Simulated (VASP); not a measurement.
# GW on InGaP2, part 2 of 4

How does the gap of InGaP2 change from the starting functional to GW? The cell has space group R3m, a computed entry that need not be the common form of this compound. The start is a computed cell from the Materials Project.

VASP 6.6.1, plane waves and PAW; the level of theory is named at each step.

So far. Step 2 (Relaxation): At LDA, with these data sets, the largest force is down to 9.1e-4 eV/Å.

## Step 3: Ground state

This step: LDA; plane waves and PAW (In_d_GW, Ga_d_GW, P_GW) (VASP 6.6.1).

The orbitals come from a self-consistent LDA run with a tight EDIFF and a narrow smearing. KPOINTS_OPT adds the bands along a path, which shows whether the mesh holds the band edges.

Contents of INCAR:

```
SYSTEM = InGaP2
PREC = Accurate
ENCUT = 430
EDIFF = 1E-08
NELM = 100
ISMEAR = 0
SIGMA = 0.01
LREAL = .FALSE.
ALGO = Normal
GGA = CA
NBANDS = 24
LORBIT = 11
LWAVE = .TRUE.
LCHARG = .FALSE.
KPAR = 8
```

Contents of POSCAR:

```
InGaP2
1.0
    2.0273717651      1.1705036343      6.6343427726
   -2.0273717651      1.1705036343      6.6343427726
    0.0000000000     -2.3410072687      6.6343427726
In Ga P
1 1 2
Direct
    0.5002564135      0.5002564135      0.5002564135
    0.0003747545      0.0003747545      0.0003747545
    0.1196629077      0.1196629077      0.1196629077
    0.6297049243      0.6297049243      0.6297049243
```

Contents of KPOINTS:

```
Automatic mesh
0
Gamma
4 4 4
0 0 0
```

Contents of KPOINTS_OPT:

```
Line mode
12
Line-mode
Reciprocal
  0.00000000   0.00000000   0.00000000 GAMMA
  0.50000000   0.00000000   0.00000000 L

  0.50000000   0.00000000   0.00000000 L
  0.50000000   0.18741860  -0.18741860 B1

  0.81258140   0.50000000   0.18741860 B
  0.50000000   0.50000000   0.50000000 Z

  0.50000000   0.50000000   0.50000000 Z
  0.00000000   0.00000000   0.00000000 GAMMA

  0.00000000   0.00000000   0.00000000 GAMMA
  0.34370930   0.00000000  -0.34370930 X

  0.65629070   0.34370930   0.00000000 Q
  0.50000000   0.50000000   0.00000000 F

  0.50000000   0.50000000   0.00000000 F
  0.65629070   0.65629070   0.18741860 P1

  0.65629070   0.65629070   0.18741860 P1
  0.50000000   0.50000000   0.50000000 Z

  0.50000000   0.00000000   0.00000000 L
  0.81258140   0.34370930   0.34370930 P
```

Potentials, in the order of the species: In_d_GW, Ga_d_GW and P_GW (LDA family, release 64).

On the command line:

```console
> mpirun -np 8 vasp_std
```

What it wrote:

```text
[banner, memory and clock lines left out]
running    8 mpi-ranks, on    1 nodes
 distrk:  each k-point on    1 cores,    8 groups
 distr:  one band on    1 cores,    1 groups

 POSCAR found type information on POSCAR InGaP
 POSCAR found :  3 types and       4 ions
 [... a notice as in an earlier step ...]

 LDA part: xc-table for (Slater(with rela. corr.)+CA(PZ))
 , standard interpolation
 POSCAR, INCAR and KPOINTS ok, starting setup
 FFT: planning ... GRIDC
 FFT: planning ... GRID_SOFT
 FFT: planning ... GRID
 WAVECAR not read
 entering main loop
       N       E                     dE             d eps       ncg     rms          rms(c)
DAV:   1     0.274113163148E+03    0.27411E+03   -0.15333E+04   856   0.496E+03
DAV:   2     0.118983109361E+02   -0.26221E+03   -0.25615E+03  1080   0.877E+02
DAV:   3    -0.186037283325E+02   -0.30502E+02   -0.30366E+02  1120   0.221E+02
DAV:   4    -0.204168799011E+02   -0.18132E+01   -0.18097E+01  1120   0.494E+01
DAV:   5    -0.205231485739E+02   -0.10627E+00   -0.10621E+00   864   0.116E+01    0.785E+00
DAV:   6    -0.198493029498E+02    0.67385E+00   -0.14831E+00  1152   0.510E+01    0.398E+00
DAV:   7    -0.197746960326E+02    0.74607E-01   -0.52187E-01  1168   0.946E+00    0.180E+00
DAV:   8    -0.197641553744E+02    0.10541E-01   -0.38143E-02  1112   0.636E+00    0.660E-01
DAV:   9    -0.197638898606E+02    0.26551E-03   -0.49879E-03  1112   0.180E+00    0.120E-01
DAV:  10    -0.197638912801E+02   -0.14195E-05   -0.53637E-04  1232   0.299E-01    0.666E-02
DAV:  11    -0.197639026019E+02   -0.11322E-04   -0.65491E-05  1160   0.154E-01    0.158E-02
DAV:  12    -0.197639015212E+02    0.10807E-05   -0.78079E-06  1096   0.802E-02    0.381E-03
DAV:  13    -0.197639019392E+02   -0.41803E-06   -0.15905E-06  1088   0.896E-03    0.566E-03
DAV:  14    -0.197639019291E+02    0.10084E-07   -0.12105E-07   880   0.371E-03    0.230E-03
DAV:  15    -0.197639019296E+02   -0.49658E-09   -0.27667E-08   712   0.269E-03
   1 F= -.19763902E+02 E0= -.19763902E+02  d E =-.197084E-11
 Start KPOINTS_OPT (optional k-point list driver)
k-point batch [1-13\108]
       N       E                     dE             ncg
DAV:   1     0.829931925181E+03   -0.62626E+04      848
DAV:   2    -0.255714464619E+04   -0.33871E+04     1056
DAV:   3    -0.297779593584E+04   -0.42065E+03     1144
DAV:   4    -0.300284821371E+04   -0.25052E+02     1096
DAV:   5    -0.300500640542E+04   -0.21582E+01      864
DAV:   6    -0.300521587312E+04   -0.20947E+00     1104
DAV:   7    -0.300523146610E+04   -0.15593E-01      912
DAV:   8    -0.300523298393E+04   -0.15178E-02     1112
DAV:   9    -0.300523311489E+04   -0.13096E-03     1000
DAV:  10    -0.300523312801E+04   -0.13125E-04     1152
DAV:  11    -0.300523312914E+04   -0.11287E-05      992
DAV:  12    -0.300523312928E+04   -0.13895E-06      944
DAV:  13    -0.300523312929E+04   -0.12307E-07      608
DAV:  14    -0.300523312930E+04   -0.39654E-09      616
[...]
k-point batch [105-108\108]
       N       E                     dE             ncg
DAV:   1     0.843786635819E+04   -0.39194E+04      256
DAV:   2     0.739764674126E+04   -0.10402E+04      328
DAV:   3     0.727969469589E+04   -0.11795E+03      360
DAV:   4     0.727400835211E+04   -0.56863E+01      336
DAV:   5     0.727357693931E+04   -0.43141E+00      264
DAV:   6     0.727352986095E+04   -0.47078E-01      336
DAV:   7     0.727352681157E+04   -0.30494E-02      288
DAV:   8     0.727352651843E+04   -0.29314E-03      352
DAV:   9     0.727352649624E+04   -0.22187E-04      312
DAV:  10     0.727352649323E+04   -0.30094E-05      360
DAV:  11     0.727352649299E+04   -0.24008E-06      296
DAV:  12     0.727352649295E+04   -0.37566E-07      288
DAV:  13     0.727352649295E+04   -0.41091E-08      208
 writing wavefunctions
```

Elapsed: 2.4 min, on 8 MPI ranks of AMD EPYC 7R43, shared host; peak memory 2.1 GiB; 19 min of CPU time.

Parts of OUTCAR (step 3):

```text
The static configuration has the point symmetry C_3v.

 Found     13 irreducible k-points:

   k-points           NKPTS =     13   k-points in BZ     NKDIM =     13   number of bands    NBANDS=     24

   ENCUT  =  430.0 eV  31.60 Ry    5.62 a.u.  11.90 11.90 11.90*2*pi/ulx,y,z

   NELECT =      36.0000    total number of electrons

 E-fermi :   3.7007

 k-point     1 :       0.0000    0.0000    0.0000
  band No.  band energies     occupation
    ...
     14       2.4968      2.00000
     15       2.4968      2.00000
     16       3.4621      2.00000
     17       3.6579      2.00000
     18       3.6579      2.00000
     19       4.0359      0.00000
     20       5.0696      0.00000
     21       7.3550      0.00000
     22       7.3550      0.00000
     23       7.4151      0.00000
    ...

 k-point     2 :       0.2500    0.0000    0.0000
  band No.  band energies     occupation
    ...
     14       0.1258      2.00000
     15       0.6379      2.00000
     16       1.9423      2.00000
     17       2.5600      2.00000
     18       2.7096      2.00000
     19       5.7504      0.00000
     20       6.4605      0.00000
     21       6.9833      0.00000
     22       8.4683      0.00000
     23       8.7988      0.00000
    ...

  Total       -2.4508441     -2.4508441     -2.9364944     -0.0000000      0.0000000      0.0000000
  in kB      -41.5691318    -41.5691318    -49.8063187     -0.0000000      0.0000000      0.0000000
  external PRESSURE =     -44.3148608 kB  Pullay stress =       0.0000000 kB

  energy-cutoff  :      430.00
  volume of cell :       94.46
      direct lattice vectors                 reciprocal lattice vectors
     2.027371765  1.170503634  6.634342773     0.246624723  0.142388850  0.050243610
    -2.027371765  1.170503634  6.634342773    -0.246624723  0.142388850  0.050243610
     0.000000000 -2.341007269  6.634342773     0.000000000 -0.284777700  0.050243610

 POSITION                                       TOTAL-FORCE (eV/Angst)
 -----------------------------------------------------------------------------------
      0.00000     -0.00000      9.95662         0.000000     -0.000000      0.005711
      0.00000     -0.00000      0.00746         0.000000     -0.000000      0.005635
      0.00000     -0.00000      2.38165         0.000000      0.000000     -0.011356
      0.00000     -0.00000     12.53303         0.000000     -0.000000      0.000010
 -----------------------------------------------------------------------------------
    total drift:                               -0.000000      0.000000      0.000693

  FREE ENERGIE OF THE ION-ELECTRON SYSTEM (eV)
  ---------------------------------------------------
  free  energy   TOTEN  =       -19.7639019296 eV

  energy  without entropy=      -19.7639019296  energy(sigma->0) =      -19.76390193

 total charge
# of ion       s       p       d       f       tot
--------------------------------------------------
    1        0.794   0.735   9.937   0.020  11.487
    2        0.862   0.757   9.948   0.000  11.568
    3        1.130   1.701   0.037   0.000   2.868
    4        1.135   1.643   0.033   0.000   2.811
--------------------------------------------------
tot          3.921   4.837  19.956   0.020  28.733

[... 3 parts as in an earlier step ...]

[... 7 further parts left out ...]
```

This step gave:

- free energy (TOTEN): -19.76 eV
- Fermi energy: 3.701 eV
- pressure: -4.431 GPa
- least gap on mesh and path: 0.3780 eV
- least direct gap on mesh and path: 0.3780 eV

The highest empty bands on the path are converged less tightly, to about 0.1 eV. Electronic bands along the path, in eV, zero at the valence-band top; v1 is the highest filled band, c1 the lowest empty one:

```csv
point,v4,v3,v2,v1,c1,c2,c3,c4
Γ,-1.16,-0.20,0.00,0.00,0.38,1.41,3.70,3.70
L,-3.05,-2.92,-2.11,-1.63,1.86,2.68,4.21,4.41
B1,-3.54,-3.31,-2.10,-1.87,2.44,2.56,4.58,4.96
jump to B,-3.54,-3.31,-2.10,-1.87,2.44,2.56,4.58,4.96
Z,-0.94,-0.94,-0.40,-0.40,1.00,2.12,4.19,4.19
Γ,-1.16,-0.20,0.00,0.00,0.38,1.41,3.70,3.70
X,-3.68,-3.23,-2.20,-1.85,2.22,3.34,4.03,4.93
jump to Q,-3.68,-3.23,-2.20,-1.85,2.22,3.34,4.03,4.93
F,-2.51,-2.50,-1.11,-1.01,1.07,1.55,1.86,4.52
P1,-2.58,-2.43,-1.74,-1.14,1.43,1.89,2.18,4.38
Z,-0.94,-0.94,-0.40,-0.40,1.00,2.12,4.19,4.19
jump to L,-3.05,-2.92,-2.11,-1.63,1.86,2.68,4.21,4.41
P,-2.58,-2.43,-1.74,-1.14,1.43,1.89,2.18,4.38
```

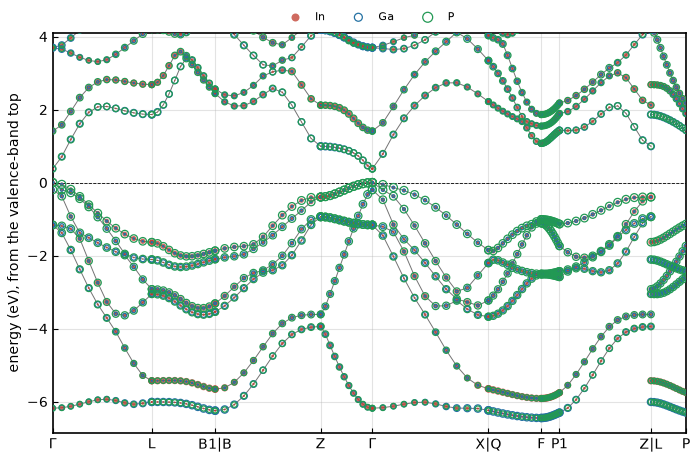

Electronic bands along the path; dots are coloured as in the legend, and their area grows with the weight.

The cell has a gap of 0.378 eV on mesh and path and a pressure of -4.4 GPa, which holds the misfit of the given cell and coordinates with this functional, and any error of cutoff, mesh and data sets. Spin-orbit coupling is left out, which can shift or reorder these edges.

## Step 4: Empty bands, pseudo set GW light

ALGO = Exact makes the empty bands from the converged ground state in one step. LOPTICS writes the k-derivatives of the orbitals (WAVEDER), which give the long-wavelength limit of the screening.

Contents of INCAR:

```
SYSTEM = InGaP2
PREC = Accurate
ENCUT = 430
ISMEAR = 0
SIGMA = 0.01
LREAL = .FALSE.
GGA = CA
NBANDS = 520
ALGO = Exact
NELM = 1
LWAVE = .TRUE.
LCHARG = .FALSE.
LOPTICS = .TRUE.
NEDOS = 1000
CSHIFT = 0.1
```

POSCAR is that of step 3.

KPOINTS is that of step 3.

On the command line:

```console
> mpirun -np 8 vasp_std
```

What it wrote:

```text
[banner, memory and clock lines left out]
running    8 mpi-ranks, on    1 nodes
 distrk:  each k-point on    8 cores,    1 groups
 distr:  one band on    1 cores,    8 groups

 POSCAR found type information on POSCAR InGaP
 POSCAR found :  3 types and       4 ions
 [... a notice as in an earlier step ...]

 LDA part: xc-table for (Slater(with rela. corr.)+CA(PZ))
 , standard interpolation
 found WAVECAR, reading the header
  number of bands has changed, file:    24 present:   520
  trying to continue reading WAVECAR, but it might fail
 POSCAR, INCAR and KPOINTS ok, starting setup
 FFT: planning ... GRIDC
 FFT: planning ... GRID_SOFT
 FFT: planning ... GRID
 reading WAVECAR
 random initialization beyond band           24
 the WAVECAR file was read successfully
 initial charge from wavefunction
 entering main loop
       N       E                     dE             d eps       ncg     rms          rms(c)
DIA:   1    -0.197639019313E+02   -0.19764E+02    0.00000E+00     0   0.000E+00
   1 F= -.19763902E+02 E0= -.19763902E+02  d E =-.178923E-41
 writing wavefunctions
 optical routines
 imaginary and real dielectric function
 recalculating local potential from charge density
 direction            1
 direction            2
 direction            3
```

The job ended after 84 s (8 MPI ranks; peak memory 2.5 GiB; 11 min of CPU time).

OUTCAR, selected parts (step 4):

```text
The static configuration has the point symmetry C_3v.

 Found     13 irreducible k-points:

   k-points           NKPTS =     13   k-points in BZ     NKDIM =     13   number of bands    NBANDS=    520

   NELECT =      36.0000    total number of electrons

 E-fermi :   3.7514

 k-point     1 :       0.0000    0.0000    0.0000
  band No.  band energies     occupation
    ...
     14       2.4968      2.00000
     15       2.4968      2.00000
     16       3.4621      2.00000
     17       3.6579      2.00000
     18       3.6579      2.00000
     19       4.0359      0.00000
     20       5.0695      0.00000
     21       7.3550      0.00000
     22       7.3550      0.00000
     23       7.4151      0.00000
    ...

 k-point     2 :       0.2500    0.0000    0.0000
  band No.  band energies     occupation
    ...
     14       0.1258      2.00000
     15       0.6379      2.00000
     16       1.9423      2.00000
     17       2.5600      2.00000
     18       2.7095      2.00000
     19       5.7504      0.00000
     20       6.4605      0.00000
     21       6.9833      0.00000
     22       8.4683      0.00000
     23       8.7987      0.00000
    ...

  Total       -2.4487327     -2.4487327     -2.9343425     -0.0000000      0.0000000      0.0000000
  in kB      -41.5333201    -41.5333201    -49.7698193     -0.0000000      0.0000000      0.0000000
  external PRESSURE =     -44.2788198 kB  Pullay stress =       0.0000000 kB

 POSITION                                       TOTAL-FORCE (eV/Angst)
 -----------------------------------------------------------------------------------
      0.00000     -0.00000      9.95662         0.000000     -0.000000      0.005678
      0.00000     -0.00000      0.00746         0.000000     -0.000000      0.005607
      0.00000     -0.00000      2.38165         0.000000      0.000000     -0.011358
      0.00000     -0.00000     12.53303         0.000000     -0.000000      0.000072
 -----------------------------------------------------------------------------------
    total drift:                                0.000000      0.000000      0.000553

  FREE ENERGIE OF THE ION-ELECTRON SYSTEM (eV)
  ---------------------------------------------------
  free  energy   TOTEN  =       -19.7639019313 eV

  energy  without entropy=      -19.7639019313  energy(sigma->0) =      -19.76390193

 plasma frequency squared (from intraband transitions) (eV^2)
  --------------------------------------------------------------------------------------
       0.000       0.000       0.000
       0.000       0.000      -0.000
       0.000      -0.000       0.000

[... 9 parts as in an earlier step ...]

[... 3 further parts left out ...]
```

WAVECAR now holds 520 bands for 36 electrons. Its independent-particle dielectric tensor has xx, yy, zz = 72.1, 72.1, 33.4 on this mesh, which isn't tested for convergence in mesh or bands and lacks local fields. A value this large is set by the few k points at the smallest gap, and it enters the screening of any GW step.

(Continued in part 3 of 4.)

[Lines on the potential files, build, host, timing and source positions are cut from VASP's logs without a mark.]

[Logs are printed without paths, hosts, clocks, repeated set-up lines and the standing remarks that a program may print on its own settings, such as how far it seeks lower states.]

[Hosts, paths, dates, database ids (printed as entryN), source tags and the programs' standing remarks are cut or masked in the printed files.]

[Pressures printed for these runs are not shown converged in the cutoff: they can be off by several GPa and have the wrong sign.]
